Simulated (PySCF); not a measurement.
# AlH3Cl− (SMILES [H][Al-]([H])([H])[Cl]): BCCD(T)/STO-3G

Aim: the energy change on altering one bond length of AlH3Cl− at BCCD(T)/STO-3G, from 2 runs. Input form: a Python script.

The calculation is run with PySCF 2.14.0.

11 further runs of the same task are left out: 2 that didn't finish, 9 set aside as unsound or not needed.

**1. Starting point**

The species is AlH3Cl− (5 atoms), meant as a singlet with charge -1. As SMILES, `[H][Al-]([H])([H])[Cl]`. The shape comes from GFN2-xTB, which is rough for such elements, and wasn't checked as a minimum.

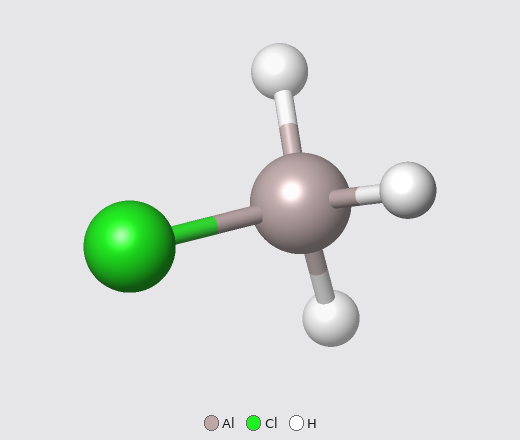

The structure, seen from a chosen angle (aluminium light grey, chlorine green, hydrogen white).

**2. A single-point energy at BCCD(T)/STO-3G**

Contents of job.py:

```python
from pyscf import gto, cc
from pyscf.cc.bccd import bccd_kernel_

mol = gto.M(
    atom=[
    ('Al', (-0.002450, 0.000420, -0.134210)),
    ('Cl', (0.013850, -0.018360, 1.961810)),
    ('H', (1.532100, 0.011680, -0.616990)),
    ('H', (-0.775390, 1.334390, -0.590440)),
    ('H', (-0.768110, -1.328130, -0.620160)),
],
    max_memory=1860,
    verbose=3,
    charge=-1,
    spin=0,
    basis='sto-3g',
)

myscf = mol.RHF()
myscf.conv_tol = 1e-10
myscf.kernel()
if not myscf.converged:
    myscf = myscf.newton().run(myscf.mo_coeff, myscf.mo_occ)

mycc = cc.CCSD(myscf, frozen=10).run()
mycc = bccd_kernel_(mycc, diis=True)
e_t = mycc.ccsd_t()
etot = mycc.e_tot + e_t
print(f'total energy: {etot:.8f} hartree')
```

Launch:

```console
$ OMP_NUM_THREADS=1 python job.py
```

Log:

```text
converged SCF energy = -695.309595832716
E(CCSD) = -695.3616901889318  E_corr = -0.0520943562162213
BCCD loop starts.

******** <class 'pyscf.cc.ccsd.CCSD'> ********
CC2 = 0
CCSD nocc = 7, nmo = 11
frozen orbitals 10
max_cycle = 50
direct = 0
conv_tol = 1e-07
conv_tol_normt = 1e-05
diis_space = 6
diis_start_cycle = 0
diis_start_energy_diff = 1e+09
Init E_corr(CCSD) = -0.0518784542063003
cycle = 1  E_corr(CCSD) = -0.0534019264754137  dE = -0.00152347227  norm(t1,t2) = 0.0202565
cycle = 2  E_corr(CCSD) = -0.0531733306175269  dE = 0.000228595858  norm(t1,t2) = 0.00347899
cycle = 3  E_corr(CCSD) = -0.053005450534899  dE = 0.000167880083  norm(t1,t2) = 0.000921137
cycle = 4  E_corr(CCSD) = -0.0529615664445475  dE = 4.38840904e-05  norm(t1,t2) = 0.000132234
cycle = 5  E_corr(CCSD) = -0.0529557792163167  dE = 5.78722823e-06  norm(t1,t2) = 2.20256e-05
cycle = 6  E_corr(CCSD) = -0.052955411708841  dE = 3.67507476e-07  norm(t1,t2) = 4.20586e-06
cycle = 7  E_corr(CCSD) = -0.0529553733044838  dE = 3.84043572e-08  norm(t1,t2) = 1.24374e-06
CCSD converged
E(CCSD) = -695.361606514197  E_corr = -0.05295537330448375
BCC iter:    0  E:    -695.361606514197  dE:    8.367e-05  |t1|:    2.876e-03

******** <class 'pyscf.cc.ccsd.CCSD'> ********
CC2 = 0
CCSD nocc = 7, nmo = 11
frozen orbitals 10
max_cycle = 50
direct = 0
conv_tol = 1e-07
conv_tol_normt = 1e-05
diis_space = 6
diis_start_cycle = 0
diis_start_energy_diff = 1e+09
Init E_corr(CCSD) = -0.0528553539459987
cycle = 1  E_corr(CCSD) = -0.0527008606370499  dE = 0.000154493309  norm(t1,t2) = 0.00238321
cycle = 2  E_corr(CCSD) = -0.0527287009593172  dE = -2.78403223e-05  norm(t1,t2) = 0.000417505
cycle = 3  E_corr(CCSD) = -0.0527495105189579  dE = -2.08095596e-05  norm(t1,t2) = 0.000109928
cycle = 4  E_corr(CCSD) = -0.0527551352196292  dE = -5.62470067e-06  norm(t1,t2) = 1.57172e-05
cycle = 5  E_corr(CCSD) = -0.0527555828054448  dE = -4.47585816e-07  norm(t1,t2) = 2.07586e-06
cycle = 6  E_corr(CCSD) = -0.0527556237161803  dE = -4.09107355e-08  norm(t1,t2) = 4.62332e-07
CCSD converged
E(CCSD) = -695.3616157755396  E_corr = -0.05275562371618026
BCC iter:    1  E:    -695.361615775540  dE:   -9.261e-06  |t1|:    1.079e-05

******** <class 'pyscf.cc.ccsd.CCSD'> ********
CC2 = 0
CCSD nocc = 7, nmo = 11
frozen orbitals 10
max_cycle = 50
direct = 0
conv_tol = 1e-07
conv_tol_normt = 1e-05
diis_space = 6
diis_start_cycle = 0
diis_start_energy_diff = 1e+09
Init E_corr(CCSD) = -0.0527557190894949
cycle = 1  E_corr(CCSD) = -0.0527559054326029  dE = -1.86343108e-07  norm(t1,t2) = 8.5104e-06
cycle = 2  E_corr(CCSD) = -0.0527559130872516  dE = -7.65464871e-09  norm(t1,t2) = 1.87311e-06
CCSD converged
E(CCSD) = -695.3616158333215  E_corr = -0.05275591308725162
BCC iter:    2  E:    -695.361615833321  dE:   -5.778e-08  |t1|:    6.700e-07
CCSD(T) correction = -0.000406276007033153
total energy: -695.36202211 hartree
```

Run time: 1.5 s. Hardware: 1 thread of Intel Xeon Platinum 8259CL at 2.50GHz (Skylake/Cascade Lake), shared host; peak memory 0.12 GiB.

**3. The distorted shape**

Contents of job.py:

```python
from pyscf import gto, scf, cc
from pyscf.cc.bccd import bccd_kernel_

mol = gto.M(
    atom='''
Al  -0.005710   0.004176  -0.553413
Cl   0.013850  -0.018360   1.961810
H    1.528840   0.015436  -1.036193
H   -0.778650   1.338146  -1.009643
H   -0.771370  -1.324374  -1.039363
''',
    basis='sto-3g',
    spin=0,
    verbose=4,
    max_memory=1860,
    charge=-1,
)

calc0 = scf.RHF(mol)
calc0.conv_tol = 1e-10
calc0.kernel()
if not calc0.converged:
    calc0 = calc0.newton().run(calc0.mo_coeff, calc0.mo_occ)

mycc = cc.CCSD(calc0, frozen=10).run()
mycc = bccd_kernel_(mycc, diis=True)
e_t = mycc.ccsd_t()
e_final = mycc.e_tot + e_t
print('Final energy', e_final)
```

Launch:

```console
$ OMP_NUM_THREADS=1 python job.py
```

Log:

```text
PySCF version 2.14.0

[INPUT] num. atoms = 5
[INPUT] num. electrons = 34
[INPUT] charge = -1
[INPUT] spin (= nelec alpha-beta = 2S) = 0
[INPUT] symmetry False subgroup None
[INPUT] Mole.unit = angstrom
[INPUT] Symbol           X                Y                Z      unit          X                Y                Z       unit  Magmom
[INPUT]  1 Al    -0.005710000000   0.004176000000  -0.553413000000 AA   -0.010790336171   0.007891496296  -1.045799003774 Bohr   0.0
[INPUT]  2 Cl     0.013850000000  -0.018360000000   1.961810000000 AA    0.026172706825  -0.034695371647   3.707283608433 Bohr   0.0
[INPUT]  3 H      1.528840000000   0.015436000000  -1.036193000000 AA    2.889088888280   0.029169812459  -1.958120982191 Bohr   0.0
[INPUT]  4 H     -0.778650000000   1.338146000000  -1.009643000000 AA   -1.471435246893   2.528729454682  -1.907948753584 Bohr   0.0
[INPUT]  5 H     -0.771370000000  -1.324374000000  -1.039363000000 AA   -1.457678040706  -2.502704146495  -1.964111414006 Bohr   0.0

nuclear repulsion = 67.9480666838688
number of shells = 13
number of NR pGTOs = 63
number of NR cGTOs = 21
basis = sto-3g
ecp = {}

[... 33 lines left out ...]
converged SCF energy = -695.290698172912
[... 12 lines left out ...]
Init t2, MP2 energy = -695.328085590986  E_corr(MP2) -0.0373874180744298
[... 9 lines left out ...]
CCSD converged
[... 23 lines left out ...]
CCSD converged
[... 6 lines left out ...]
frozen orbitals 10
max_cycle = 50
direct = 0
conv_tol = 1e-07
conv_tol_normt = 1e-05
diis_space = 6
diis_start_cycle = 0
diis_start_energy_diff = 1e+09
Init E_corr(CCSD) = -0.0550254650986152
cycle = 1  E_corr(CCSD) = -0.054839706822328  dE = 0.000185758276  norm(t1,t2) = 0.00279337
cycle = 2  E_corr(CCSD) = -0.0548761522375431  dE = -3.64454152e-05  norm(t1,t2) = 0.000498693
cycle = 3  E_corr(CCSD) = -0.0548991546297536  dE = -2.30023922e-05  norm(t1,t2) = 0.000139895
cycle = 4  E_corr(CCSD) = -0.0549052193860385  dE = -6.06475628e-06  norm(t1,t2) = 2.45357e-05
cycle = 5  E_corr(CCSD) = -0.0549066628968674  dE = -1.44351083e-06  norm(t1,t2) = 5.98788e-06
cycle = 6  E_corr(CCSD) = -0.0549066697117975  dE = -6.81493012e-09  norm(t1,t2) = 9.62242e-07
CCSD converged
E(CCSD) = -695.3447485574133  E_corr = -0.05490666971179749
BCC iter:    1  E:    -695.344748557413  dE:   -1.259e-05  |t1|:    3.663e-05

******** <class 'pyscf.cc.ccsd.CCSD'> ********
CC2 = 0
CCSD nocc = 7, nmo = 11
frozen orbitals 10
max_cycle = 50
direct = 0
conv_tol = 1e-07
conv_tol_normt = 1e-05
diis_space = 6
diis_start_cycle = 0
diis_start_energy_diff = 1e+09
Init E_corr(CCSD) = -0.0549073667849338
cycle = 1  E_corr(CCSD) = -0.0549086539921439  dE = -1.28720721e-06  norm(t1,t2) = 2.91941e-05
cycle = 2  E_corr(CCSD) = -0.054908494921499  dE = 1.59070645e-07  norm(t1,t2) = 6.32954e-06
cycle = 3  E_corr(CCSD) = -0.0549082741911733  dE = 2.20730326e-07  norm(t1,t2) = 2.17835e-06
cycle = 4  E_corr(CCSD) = -0.0549082265984328  dE = 4.75927405e-08  norm(t1,t2) = 4.45614e-07
CCSD converged
E(CCSD) = -695.3447484619072  E_corr = -0.05490822659843279
BCC iter:    2  E:    -695.344748461907  dE:    9.551e-08  |t1|:    9.357e-07
CCSD(T) correction = -0.000472975513939418
Final energy -695.3452214374212
```

Wall time 0.97 s (1 thread of Intel Xeon Platinum 8259CL at 2.50GHz (Skylake/Cascade Lake), shared host); peak memory 0.1 GiB.

**4. Outcome**

Level: BCCD(T)/STO-3G, 10 core orbitals frozen.

```
                                                           quantity          value
                                          first shape: total energy  -695.36202 Eh
          first shape: correlation energy (10 core orbitals frozen)      -52.4 mEh
                                        first shape: (T) correction      -0.41 mEh
                                      distorted shape: total energy  -695.34522 Eh
      distorted shape: correlation energy (10 core orbitals frozen)      -54.5 mEh
                                    distorted shape: (T) correction      -0.47 mEh
energy change with the Al1–Cl2 bond stretched from 2.096 to 2.515 Å       0.457 eV
```

What this shows: With the Al1–Cl2 bond stretched from 2.096 to 2.515 Å the energy rises by 0.46 eV (44.1 kJ/mol). The first shape isn't relaxed at this level, so the change isn't measured from a minimum. The minimal basis adds a large error of its own. The triples (first shape) make up 0.8 % of the correlation energy. The triples (distorted shape) make up 0.9 % of the correlation energy.
